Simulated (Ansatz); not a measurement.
Start from MgS in the rock salt structure (space group Fm-3m, No. 225; a = 5.2030 Å). Axes: x, y, z lie along the cube axes.

Now apply this change: tensile biaxial strain of 1.67 % in the plane normal to [111], as in epitaxy on a mismatched substrate; the out-of-plane cell vector and the atoms relax.

Level of theory: Ansatz (a quantum-chemistry and plane-wave program) r2SCAN, no SOC.

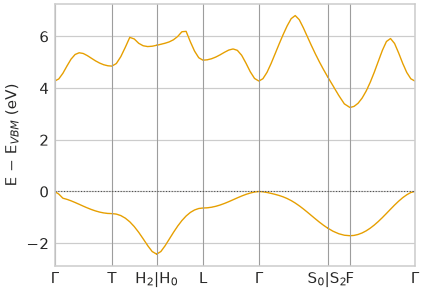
*Highest valence and lowest conduction band along the path of the changed cell's own zone*

The gap is 3.25 eV, indirect, Γ → F; the base has 3.46 eV.

No phonon test of stability was made. k-point labels follow each cell's own Brillouin zone.
